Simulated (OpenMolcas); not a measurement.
**One shape, several levels: CH3AlO (SMILES [CH3][Al]=[O])**

Wanted: a comparison of 6 runs (HF/aug-cc-pVDZ, B3LYP/6-31G*, M06-2X/aug-cc-pVDZ, SVWN5/aug-cc-pVDZ, revPBE/aug-cc-pVDZ, MP2/aug-cc-pVDZ) of CH3AlO. 

The results are computed with OpenMolcas 26.06.

1 further run of the same task is left out (set aside as unsound or not needed).

## Step 1: The structure to begin with

The species is CH3AlO (6 atoms), meant as a singlet with charge 0. SMILES: `[CH3][Al]=[O]`. Geometry: relaxed at PBE0-D4/def2-TZVP.

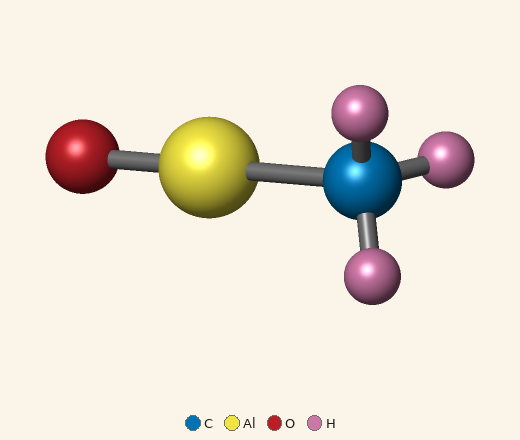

Viewed from a chosen angle; carbon blue, aluminium yellow, oxygen red, hydrogen pink.

## Step 2: Energy and gradient at HF/aug-cc-pVDZ (run 1)

The input, test.input:

```
* CH3AlO Hartree-Fock

&GATEWAY
  BasLib=$CurrDir
  Coord
  6
  angstrom
  C       -0.412500       0.498200      -0.315400
  Al       0.696700      -0.841400       0.532500
  O        1.611700      -1.946300       1.232100
  H        0.065200       1.479100      -0.263900
  H       -1.383600       0.560900       0.180800
  H       -0.577400       0.249400      -1.366100
  Basis=aug-cc-pVDZ
  Group=NoSym

&SEWARD

&SCF
  Thresholds=1e-10 1e-07 1e-07 1e-05
  PrOrbitals=1 2

&ALASKA
```

The basis set aug-cc-pVDZ is read from a file made from the Basis Set Exchange's data (not shown).

Command:

```bash
export MOLCAS_MEM=1860
pymolcas test.input > test.log
```

What it wrote:

```text
--- Start Module: gateway ---
[...]
--- Stop Module: gateway /rc=_RC_ALL_IS_WELL_ ---
[...]
      Basis functions          100
[...]
--- Start Module: scf ---
[...]
       Convergence after  13 Iterations
[...]
::    Total SCF energy                               -356.3850953459
[...]
      Total spin, S                                     0.0000000000
[...]
      Total electronic charge=   30.000000
      Total            charge=   -0.000000
[...]
      Dipole Moment (debye):
      Origin of the operator (angstrom)=    0.6503   -0.7853    0.4971
                   X= -3.8746E+00               Y=  4.6786E+00               Z= -2.9625E+00           Total=  6.7586E+00
      Quadrupole Moment (debye*angstrom):
[...]
--- Stop Module: scf /rc=_RC_ALL_IS_WELL_ ---
[...]
--- Start Module: alaska ---
[...]
 *              Molecular gradients               *
 **************************************************
  Irreducible representation: a
 ------------------------------------------------------------------------------------------
                              X                       Y                       Z
 ------------------------------------------------------------------------------------------
  C1                2.56368172473698E-03   -3.02696817753967E-03    1.90942399528282E-03
  AL2              -3.77569312628112E-03    4.55387122675521E-03   -2.88977949755420E-03
  O3                9.59468636931859E-04   -1.15594872994862E-03    7.35430157366324E-04
  H4                4.73111670711179E-04    2.61675590961463E-04    1.99351985162334E-04
  H5               -3.45467946256228E-04   -2.27280867881596E-04    4.53912403001966E-04
  H6                1.24899040169879E-04   -4.05349042364445E-04   -4.08339043280748E-04
 ------------------------------------------------------------------------------------------
--- Stop Module: alaska /rc=_RC_ALL_IS_WELL_ ---
[...]
```

Run time: 12 s. Hardware: 1 thread of Arm Neoverse V1, shared host; peak memory 0.56 GiB.

## Step 3: Energy and gradient at B3LYP/6-31G(d) (Cartesian functions) (run 2)

The input, mol.inp:

```
&GATEWAY
  BasLib = $CurrDir
  Coord
  6
  bohr
  C     -0.77951203     0.94146156    -0.59601962
  Al     1.31657219    -1.59001556     1.00627916
  O      3.04567160    -3.67797396     2.32833156
  H      0.12321014     2.79509391    -0.49869872
  H     -2.61462507     1.05994738     0.34166248
  H     -1.09112786     0.47129770    -2.58155486
  Basis = 6-31Gs
  Group = NoSym

&SEWARD
  GridInput
  Grid=UltraFine
  End of Grid

&SCF
  KSDFT = B3LYP
  Thresholds = 1e-10 1e-07 1e-07 1e-05
  PrOrbitals = 1 1

&ALASKA
```

The basis set 6-31G* is read from a file made from the Basis Set Exchange's data (not shown).

Command:

```bash
export MOLCAS_MEM=1860
pymolcas mol.inp > mol.log
```

What it wrote:

```text
--- Start Module: gateway ---
[...]
--- Stop Module: gateway /rc=_RC_ALL_IS_WELL_ ---
[...]
      Basis functions           55
[...]
--- Start Module: scf ---
[...]
       Convergence after  17 Iterations
[...]
::    Total KS-DFT energy                            -357.5613990776
[...]
      Total spin, S                                     0.0000000000
[...]
      Total electronic charge=   30.000000
      Total            charge=   -0.000000
[...]
      Dipole Moment (debye):
      Origin of the operator (angstrom)=    0.6503   -0.7853    0.4971
                   X= -3.0007E+00               Y=  3.6233E+00               Z= -2.2942E+00           Total=  5.2341E+00
      Quadrupole Moment (debye*angstrom):
[...]
--- Stop Module: scf /rc=_RC_ALL_IS_WELL_ ---
[...]
--- Start Module: alaska ---
[...]
 *              Molecular gradients               *
 **************************************************
  Irreducible representation: a
 ------------------------------------------------------------------------------------------
                              X                       Y                       Z
 ------------------------------------------------------------------------------------------
  C1                1.83955469039843E-03   -2.15657729682173E-03    1.35703447842550E-03
  AL2               3.79842478072989E-03   -4.59073223696782E-03    2.90287178935023E-03
  O3               -6.88587259790197E-03    8.31684238917596E-03   -5.26371594556529E-03
  H4               -6.61263580284954E-04   -1.64288333488116E-03   -8.39092255315241E-06
  H5                1.56784499032936E-03   -2.01967551895221E-04   -6.89222509634657E-04
  H6                3.41311716750115E-04    2.75318031345506E-04    1.70142310995836E-03
 ------------------------------------------------------------------------------------------
--- Stop Module: alaska /rc=_RC_ALL_IS_WELL_ ---
[...]
```

Run time: 17 s. Hardware: 1 thread of Arm Neoverse V1, shared host; peak memory 0.39 GiB.

## Step 4: Energy and gradient at M06-2X/aug-cc-pVDZ (run 3)

The input, test.input:

```
* CH3AlO Kohn-Sham DFT
&GATEWAY
BASLIB = $CurrDir
COORD
6
bohr
C     -0.77951203     0.94146156    -0.59601962
Al     1.31657219    -1.59001556     1.00627916
O      3.04567160    -3.67797396     2.32833156
H      0.12321014     2.79509391    -0.49869872
H     -2.61462507     1.05994738     0.34166248
H     -1.09112786     0.47129770    -2.58155486
BASIS = aug-cc-pVDZ
GROUP = NoSym
&SEWARD
GRIDINPUT
Grid=UltraFine
End of Grid
&SCF
KSDFT = M062X
THRESHOLDS = 1e-10 1e-07 1e-07 1e-05
PRORBITALS = 1 2
&ALASKA
```

The basis set aug-cc-pVDZ is read from a file made from the Basis Set Exchange's data (not shown).

Command:

```bash
export MOLCAS_MEM=1860
pymolcas test.input > test.log
```

What it wrote:

```text
--- Start Module: gateway ---
[...]
--- Stop Module: gateway /rc=_RC_ALL_IS_WELL_ ---
[...]
      Basis functions          100
[...]
--- Start Module: scf ---
[...]
       Convergence after  14 Iterations
[...]
::    Total KS-DFT energy                            -357.4976380080
[...]
      Total spin, S                                     0.0000000000
[...]
      Total electronic charge=   30.000000
      Total            charge=   -0.000000
[...]
      Dipole Moment (debye):
      Origin of the operator (angstrom)=    0.6503   -0.7853    0.4971
                   X= -3.4933E+00               Y=  4.2182E+00               Z= -2.6710E+00           Total=  6.0935E+00
      Quadrupole Moment (debye*angstrom):
[...]
--- Stop Module: scf /rc=_RC_ALL_IS_WELL_ ---
[...]
--- Start Module: alaska ---
[...]
 *              Molecular gradients               *
 **************************************************
  Irreducible representation: a
 ------------------------------------------------------------------------------------------
                              X                       Y                       Z
 ------------------------------------------------------------------------------------------
  C1               -9.03137851477442E-04    1.12339991556132E-03   -7.21619290168896E-04
  AL2               9.27687981929592E-03   -1.12075355596337E-02    7.08979097834539E-03
  O3               -9.72944244735974E-03    1.17511131704156E-02   -7.43732234465888E-03
  H4               -1.61600750957924E-03   -2.70079798982215E-03   -3.04392327630992E-04
  H5                2.67269020084560E-03    3.76355096393111E-05   -1.61616541387777E-03
  H6                2.99017788296885E-04    9.96184953832198E-04    2.98970839799328E-03
 ------------------------------------------------------------------------------------------
--- Stop Module: alaska /rc=_RC_ALL_IS_WELL_ ---
[...]
```

It took 54 s on 1 thread of Arm Neoverse V1, shared host; peak memory 0.56 GiB.

Runs 4 to 5 aren't shown in full; the table further down has their settings and results.

## Step 5: The energy at MP2/aug-cc-pVDZ (run 6)

The input, coord.xyz:

```xyz
6

C     -0.412500     0.498200    -0.315400
Al     0.696700    -0.841400     0.532500
O      1.611700    -1.946300     1.232100
H      0.065200     1.479100    -0.263900
H     -1.383600     0.560900     0.180800
H     -0.577400     0.249400    -1.366100
```

The input, job.input:

```
* CH3AlO MP2

&gateway
 baslib=$CurrDir
 coord=coord.xyz
 basis=aug-cc-pVDZ
 group=NoSym

&seward

&scf
 thresholds=1e-10 1e-07 1e-07 1e-05
 prorbitals=1 2

&mbpt2
 frozen=7
```

The basis set aug-cc-pVDZ is read from a file made from the Basis Set Exchange's data (not shown).

Command:

```bash
export MOLCAS_MEM=1860
pymolcas job.input > job.log
```

What it wrote:

```text
--- Start Module: gateway ---
[...]
--- Stop Module: gateway /rc=_RC_ALL_IS_WELL_ ---
[...]
      Basis functions          100
[...]
--- Start Module: scf ---
[...]
       Convergence after  13 Iterations
[...]
::    Total SCF energy                               -356.3850953459
[...]
      Total spin, S                                     0.0000000000
[...]
      Total electronic charge=   30.000000
      Total            charge=   -0.000000
[...]
      Dipole Moment (debye):
      Origin of the operator (angstrom)=    0.6503   -0.7853    0.4971
                   X= -3.8746E+00               Y=  4.6786E+00               Z= -2.9625E+00           Total=  6.7586E+00
      Quadrupole Moment (debye*angstrom):
[...]
--- Stop Module: scf /rc=_RC_ALL_IS_WELL_ ---
[...]
--- Start Module: mbpt2 ---
[...]
WARNING!
Default frozen orbitals as non valence orbitals is overwritten by user input.
Default values:   4
[...]
       Reference weight ( Cref**2 )         =        0.85881
::    Total MBPT2 energy                             -356.8172905651
[...]
      Total MBPT2 calculations                           0.33      0.38
--- Stop Module: mbpt2 /rc=_RC_ALL_IS_WELL_ ---
[...]
```

Run time: 9.6 s. Hardware: 1 thread of Arm Neoverse V1, shared host; peak memory 0.56 GiB.

## Step 6: All runs side by side

| run | level | Cartesian functions | integration grid | energy (Eh) | dipole moment (D) of the reference | HOMO energy (eV) | LUMO energy (eV) | wall time |
| --- | --- | --- | --- | --- | --- | --- | --- | --- |
| 1 | HF/aug-cc-pVDZ | no | – | -356.385095 | 6.76 | -10.57 | 0.26 | 12 s |
| 2 | B3LYP/6-31G* (Cartesian functions) | yes | UltraFine | -357.561399 | 5.23 | -6.86 | -1.58 | 17 s |
| 3 | M06-2X/aug-cc-pVDZ | no | UltraFine | -357.497638 | 6.09 | -8.71 | -1.10 | 54 s |
| 4 | SVWN5/aug-cc-pVDZ | no | UltraFine | -355.602176 | 5.63 | -6.19 | -2.50 | 30 s |
| 5 | revPBE/aug-cc-pVDZ | no | UltraFine | -357.486595 | 5.50 | -5.94 | -2.29 | 40 s |
| 6 | MP2/aug-cc-pVDZ | no | – | -356.817291 | 6.76 | -10.57 | 0.26 | 9.6 s |

## Step 7: Outcome

| quantity | value |
| --- | --- |
| run 6: total energy | -356.81729 Eh |
| run 6: dipole moment (mean-field density) | 6.76 D |
| run 6: HOMO energy (Hartree–Fock orbitals) | -10.57 eV |
| run 6: LUMO energy (Hartree–Fock orbitals) | 0.26 eV |
| run 6: HOMO–LUMO gap (Hartree–Fock orbitals) | 10.83 eV |
| run 6: correlation energy (7 core orbitals frozen) | -432.2 mEh |

What this shows: Over runs 1, 2, 3, 4, 5 the dipole moment (its size) runs from 5.23 D (B3LYP/6-31G*) to 6.76 D (HF/aug-cc-pVDZ). The two ends differ in method and basis. Over runs 1, 2, 3, 4, 5 the HOMO–LUMO gap runs from 3.65 eV (revPBE/aug-cc-pVDZ) to 10.83 eV (HF/aug-cc-pVDZ). Exact exchange widens orbital gaps. Totals of different functionals can't be ranked against each other. All runs together took 2.7 min, the longest 54 s.
